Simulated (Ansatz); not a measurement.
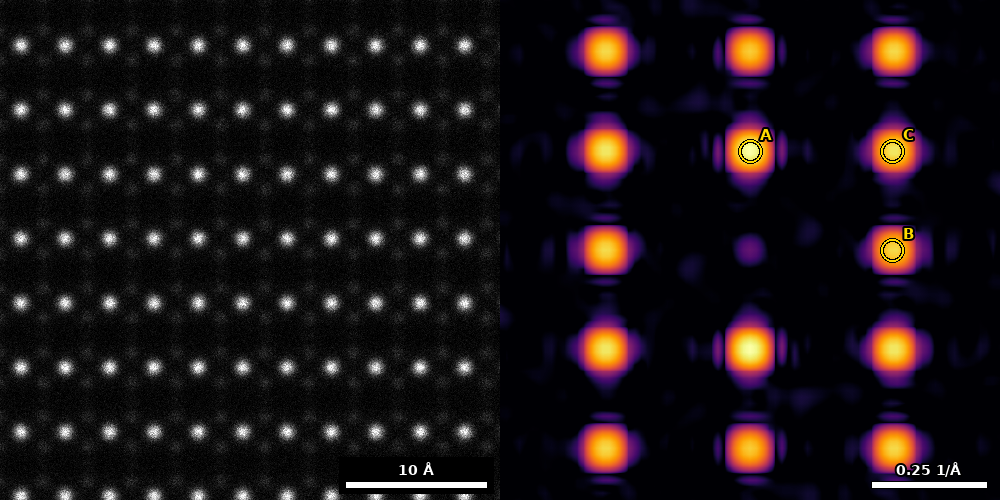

Dark-field STEM-like image of SiAs2Pt2 (I4/mmm, No. 139) along [110]. Simulated incoherent Z contrast: every atom adds Z^1.7 spread by a probe of 0.78 Å full width; channelling and multiple scattering are left out. The probe carries 25 % of its weight in a tail 2.5 times as wide. Shot noise was added. Structure: the geometry relaxed with Ansatz, DFT, PAW plane waves, r2scan; the starting structure was generated, so it need not be a known form of this composition.

The right panel is the modulus of the image's Fourier transform on a logarithmic scale.

a = 4.511 Å, b = 4.511 Å, c = 9.260 Å, α = 90.00°, β = 90.00°, γ = 90.00°

Q: Index the marked spots and give their plane spacings (the zone axis points at the viewer; indices equivalent by symmetry, or all signs reversed, are as good).

A: (0 0 -2), d = 4.63 Å; B: (1 -1 0), d = 3.19 Å; C: (1 -1 -2), d = 2.63 Å. A and B enclose 90°, and every spot obeys the zone law hu + kv + lw = 0 for [110].
